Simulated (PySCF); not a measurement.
**CCSD(T)/STO-6G run of GeH2 (SMILES [GeH2])**

What is the vertical singlet–triplet gap of GeH2 at CCSD(T)/STO-6G? Input form: a Python script.

The calculation is run with PySCF 2.14.0.

14 further runs of the same task are left out: 1 that didn't finish, 13 set aside as unsound or not needed.

### 1 The molecule

The species is GeH2 (3 atoms), meant as a singlet with charge 0. SMILES: `[GeH2]`. The shape is that of a PBE0-D4/def2-TZVP optimisation.

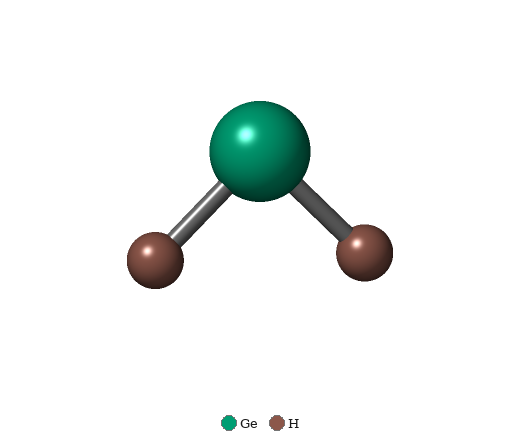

The structure, seen from a chosen angle (germanium teal, hydrogen brown).

### 2 A single-point energy at CCSD(T)/STO-6G

input.xyz

```xyz
3

Ge    -0.570100     0.405100    -0.263700
H      0.783000     0.743600     0.509000
H     -0.212900    -1.148700    -0.245300
```

job.py

```python
from pyscf import gto, cc

mol = gto.M(
    atom='input.xyz',
    verbose=4,
    basis='sto-6g',
    charge=0,
    max_memory=1860,
)

calc0 = mol.RHF()
calc0.conv_tol = 1e-10
calc0.kernel()
if not calc0.converged:
    calc0 = calc0.newton().run(calc0.mo_coeff, calc0.mo_occ)

mycc = cc.CCSD(calc0, frozen=9)
mycc.kernel()
e_t = mycc.ccsd_t()
etot = mycc.e_tot + e_t
print('Final energy', etot)
```

On the command line:

```sh
OMP_NUM_THREADS=1 python job.py
```

What it wrote:

```text
PySCF version 2.14.0

[INPUT] num. atoms = 3
[INPUT] num. electrons = 34
[INPUT] charge = 0
[INPUT] spin (= nelec alpha-beta = 2S) = 0
[INPUT] symmetry False subgroup None
[INPUT] Mole.unit = angstrom
[INPUT] Symbol           X                Y                Z      unit          X                Y                Z       unit  Magmom
[INPUT]  1 Ge    -0.570100000000   0.405100000000  -0.263700000000 AA   -1.077332863615   0.765528053061  -0.498320779048 Bohr   0.0
[INPUT]  2 H      0.783000000000   0.743600000000   0.509000000000 AA    1.479655555534   1.405200346227   0.961870597404 Bohr   0.0
[INPUT]  3 H     -0.212900000000  -1.148700000000  -0.245300000000 AA   -0.402322691920  -2.170728399288  -0.463549818356 Bohr   0.0

nuclear repulsion = 21.4737020382246
number of shells = 10
number of NR pGTOs = 120
number of NR cGTOs = 20
basis = sto-6g
ecp = {}

******** <class 'pyscf.scf.hf.RHF'> ********
method = RHF
initial guess = minao
damping factor = 0
level_shift factor = 0
DIIS = <class 'pyscf.scf.diis.CDIIS'>
diis_start_cycle = 1
diis_space = 8
diis_damp = 0
SCF conv_tol = 1e-10
SCF conv_tol_grad = None
SCF max_cycles = 50
direct_scf = True
direct_scf_tol = 1e-13
Set gradient conv threshold to 1e-05
Initial guess from minao.
init E= -2062.81387746278
  HOMO = -0.409361441582098  LUMO = -0.245224103977293  gap/eV = 4.46640
cycle= 1 E= -2065.32110079806  delta_E= -2.51  |g|= 0.291  |ddm|= 1.83
  HOMO = -0.204329662177024  LUMO = 0.198860042212431  gap/eV = 10.97135
cycle= 2 E= -2065.34652336098  delta_E= -0.0254  |g|= 0.0279  |ddm|= 0.401
  HOMO = -0.230468568493716  LUMO = 0.171160859469499  gap/eV = 10.92889
cycle= 3 E= -2065.34704175487  delta_E= -0.000518  |g|= 0.00877  |ddm|= 0.0701
  HOMO = -0.230524349044082  LUMO = 0.17128107469218  gap/eV = 10.93368
cycle= 4 E= -2065.3471024391  delta_E= -6.07e-05  |g|= 0.00122  |ddm|= 0.0303
  HOMO = -0.230674735728801  LUMO = 0.1711420635668  gap/eV = 10.93399
cycle= 5 E= -2065.34710377475  delta_E= -1.34e-06  |g|= 0.000349  |ddm|= 0.00342
  HOMO = -0.230665872396429  LUMO = 0.171155392480446  gap/eV = 10.93411
cycle= 6 E= -2065.34710394263  delta_E= -1.68e-07  |g|= 0.000144  |ddm|= 0.00115
  HOMO = -0.230665265446403  LUMO = 0.17115237797294  gap/eV = 10.93402
cycle= 7 E= -2065.34710397822  delta_E= -3.56e-08  |g|= 2.71e-05  |ddm|= 0.000672
  HOMO = -0.230666225740423  LUMO = 0.171153066122302  gap/eV = 10.93406
cycle= 8 E= -2065.34710397921  delta_E= -9.9e-10  |g|= 2.23e-06  |ddm|= 0.000122
  HOMO = -0.230666155703297  LUMO = 0.171153224046909  gap/eV = 10.93406
cycle= 9 E= -2065.34710397921  delta_E= -1.36e-12  |g|= 2.61e-07  |ddm|= 7.58e-06
  HOMO = -0.230666144256815  LUMO = 0.171153235566944  gap/eV = 10.93406
Extra cycle  E= -2065.34710397921  delta_E= -4.55e-13  |g|= 9.05e-08  |ddm|= 5.96e-07
converged SCF energy = -2065.34710397921

******** <class 'pyscf.cc.ccsd.CCSD'> ********
CC2 = 0
CCSD nocc = 8, nmo = 11
frozen orbitals 9
max_cycle = 50
direct = 0
conv_tol = 1e-07
conv_tol_normt = 1e-05
diis_space = 6
diis_start_cycle = 0
diis_start_energy_diff = 1e+09
Init t2, MP2 energy = -2065.38049606829  E_corr(MP2) -0.0333920890807429
Init E_corr(CCSD) = -0.0333920890807467
cycle = 1  E_corr(CCSD) = -0.0448728479157227  dE = -0.0114807588  norm(t1,t2) = 0.0502924
cycle = 2  E_corr(CCSD) = -0.0494365243392111  dE = -0.00456367642  norm(t1,t2) = 0.0237906
cycle = 3  E_corr(CCSD) = -0.0531835162514161  dE = -0.00374699191  norm(t1,t2) = 0.0123842
cycle = 4  E_corr(CCSD) = -0.0530514622094068  dE = 0.000132054042  norm(t1,t2) = 0.00242982
cycle = 5  E_corr(CCSD) = -0.0530130010594121  dE = 3.846115e-05  norm(t1,t2) = 0.000612122
cycle = 6  E_corr(CCSD) = -0.0530088569010988  dE = 4.14415831e-06  norm(t1,t2) = 0.000243159
cycle = 7  E_corr(CCSD) = -0.0530047481751234  dE = 4.10872598e-06  norm(t1,t2) = 5.3537e-05
cycle = 8  E_corr(CCSD) = -0.0530054551549508  dE = -7.06979827e-07  norm(t1,t2) = 1.35728e-05
cycle = 9  E_corr(CCSD) = -0.0530055823060923  dE = -1.27151142e-07  norm(t1,t2) = 5.20911e-06
cycle = 10  E_corr(CCSD) = -0.0530054337070227  dE = 1.4859907e-07  norm(t1,t2) = 2.51573e-06
cycle = 11  E_corr(CCSD) = -0.0530053302817947  dE = 1.03425228e-07  norm(t1,t2) = 8.01939e-07
cycle = 12  E_corr(CCSD) = -0.053005336244818  dE = -5.96302332e-09  norm(t1,t2) = 2.21522e-07
CCSD converged
E(CCSD) = -2065.400109315455  E_corr = -0.05300533624481798
CCSD(T) correction = -0.000158933596512854
Final energy -2065.400268249052
```

Run time: 1.1 s. Hardware: 1 thread of Arm Neoverse V1, shared host; peak memory 0.12 GiB.

### 3 The triplet

run.py

```python
from pyscf import gto, scf, cc

mol = gto.M(
    atom=[
    ('Ge', (-0.570100, 0.405100, -0.263700)),
    ('H', (0.783000, 0.743600, 0.509000)),
    ('H', (-0.212900, -1.148700, -0.245300)),
],
    verbose=4,
    basis='sto-6g',
    max_memory=1860,
    spin=2,
)

mf = scf.UHF(mol)
mf.conv_tol = 1e-10
mf.kernel()
if not mf.converged:
    mf = mf.newton().run(mf.mo_coeff, mf.mo_occ)

mycc = cc.CCSD(mf, frozen=9)
mycc.kernel()
e_t = mycc.ccsd_t()
e_tot = mycc.e_tot + e_t
print('E(%s) = %.9f' % ('CCSD(T)', e_tot))
```

On the command line:

```sh
OMP_NUM_THREADS=1 python run.py
```

What it wrote:

```text
PySCF version 2.14.0

[INPUT] num. atoms = 3
[INPUT] num. electrons = 34
[INPUT] charge = 0
[INPUT] spin (= nelec alpha-beta = 2S) = 2
[INPUT] symmetry False subgroup None
[INPUT] Mole.unit = angstrom
[INPUT] Symbol           X                Y                Z      unit          X                Y                Z       unit  Magmom
[INPUT]  1 Ge    -0.570100000000   0.405100000000  -0.263700000000 AA   -1.077332863615   0.765528053061  -0.498320779048 Bohr   0.0
[INPUT]  2 H      0.783000000000   0.743600000000   0.509000000000 AA    1.479655555534   1.405200346227   0.961870597404 Bohr   0.0
[INPUT]  3 H     -0.212900000000  -1.148700000000  -0.245300000000 AA   -0.402322691920  -2.170728399288  -0.463549818356 Bohr   0.0

nuclear repulsion = 21.4737020382246
number of shells = 10
number of NR pGTOs = 120
number of NR cGTOs = 20
basis = sto-6g
ecp = {}

[... 20 lines left out ...]
WARN: HOMO -0.245224103977293 >= LUMO -0.409361441582098
[... 46 lines left out ...]
converged SCF energy = -2065.31808573213  <S^2> = 2.0068252  2S+1 = 3.0045467
[... 1 line left out ...]
******** <class 'pyscf.cc.uccsd.UCCSD'> ********
CC2 = 0
CCSD nocc = (np.int64(9), np.int64(7)), nmo = (11, 11)
frozen orbitals 9
max_cycle = 50
direct = 0
conv_tol = 1e-07
conv_tol_normt = 1e-06
diis_space = 6
diis_start_cycle = 0
diis_start_energy_diff = 1e+09
Init t2, MP2 energy = -0.0255469101545444
Init E_corr(UCCSD) = -0.0255469101553396
cycle = 1  E_corr(UCCSD) = -0.0349714456860755  dE = -0.00942453553  norm(t1,t2) = 0.0486091
cycle = 2  E_corr(UCCSD) = -0.0387199295534154  dE = -0.00374848387  norm(t1,t2) = 0.0219872
cycle = 3  E_corr(UCCSD) = -0.0415663216361253  dE = -0.00284639208  norm(t1,t2) = 0.0113098
cycle = 4  E_corr(UCCSD) = -0.0416188601935206  dE = -5.25385574e-05  norm(t1,t2) = 0.00357889
cycle = 5  E_corr(UCCSD) = -0.0416397439135968  dE = -2.08837201e-05  norm(t1,t2) = 0.000997682
cycle = 6  E_corr(UCCSD) = -0.0416658945294393  dE = -2.61506158e-05  norm(t1,t2) = 0.000440396
cycle = 7  E_corr(UCCSD) = -0.0416606499792133  dE = 5.24455023e-06  norm(t1,t2) = 0.000149059
cycle = 8  E_corr(UCCSD) = -0.0416632142706557  dE = -2.56429144e-06  norm(t1,t2) = 4.94255e-05
cycle = 9  E_corr(UCCSD) = -0.041663690397368  dE = -4.76126712e-07  norm(t1,t2) = 1.64154e-05
cycle = 10  E_corr(UCCSD) = -0.0416635469166972  dE = 1.43480671e-07  norm(t1,t2) = 5.96239e-06
cycle = 11  E_corr(UCCSD) = -0.0416632819514934  dE = 2.64965204e-07  norm(t1,t2) = 2.85702e-06
cycle = 12  E_corr(UCCSD) = -0.0416632685566567  dE = 1.33948366e-08  norm(t1,t2) = 1.33827e-06
cycle = 13  E_corr(UCCSD) = -0.0416632969959066  dE = -2.84392499e-08  norm(t1,t2) = 5.29274e-07
UCCSD converged
E(UCCSD) = -2065.35974902913  E_corr = -0.04166329699590659
UCCSD(T) correction = -0.000277791225103291
E(CCSD(T)) = -2065.360026820
```

It took 1.1 s on 1 thread of Arm Neoverse V1, shared host; peak memory 0.1 GiB.

### 4 Summary of results

At CCSD(T)/STO-6G, 9 core orbitals frozen:

| quantity | value |
| --- | --- |
| singlet: total energy | -2065.40027 Eh |
| singlet: dipole moment (Hartree–Fock density) | 0.31 D |
| singlet: HOMO energy (Hartree–Fock orbitals) | -6.28 eV |
| singlet: LUMO energy (Hartree–Fock orbitals) | 4.66 eV |
| singlet: HOMO–LUMO gap (Hartree–Fock orbitals) | 10.93 eV |
| singlet: correlation energy (9 core orbitals frozen) | -53.2 mEh |
| singlet: (T) correction | -0.16 mEh |
| singlet: T1 diagnostic | 0.006 |
| triplet: total energy | -2065.36003 Eh |
| triplet: dipole moment (Hartree–Fock density) | 1.57 D |
| triplet: HOMO energy (Hartree–Fock orbitals) (highest over α and β) | -5.55 eV |
| triplet: LUMO energy (Hartree–Fock orbitals) (lowest over α and β) | 3.89 eV |
| triplet: correlation energy (9 core orbitals frozen) | -41.9 mEh |
| triplet: (T) correction | -0.28 mEh |
| triplet: ⟨S²⟩ of the reference determinant | 2.007 |
| triplet: T1 diagnostic | 0.005 |
| vertical energy of the triplet above the singlet | 1.095 eV |

In words: At this shape the triplet lies 1.10 eV (106 kJ/mol) above the singlet. In a minimal basis such a difference can be off by several eV, whatever the method. Mulliken charges (singlet) of the mean-field density run from -0.19 on H2 to +0.38 on Ge1; they depend strongly on the basis. The triples (singlet) make up 0.3 % of the correlation energy. Mulliken charges (triplet) of the mean-field density run from -0.13 on H2 to +0.26 on Ge1. The triples (triplet) make up 0.7 % of the correlation energy.
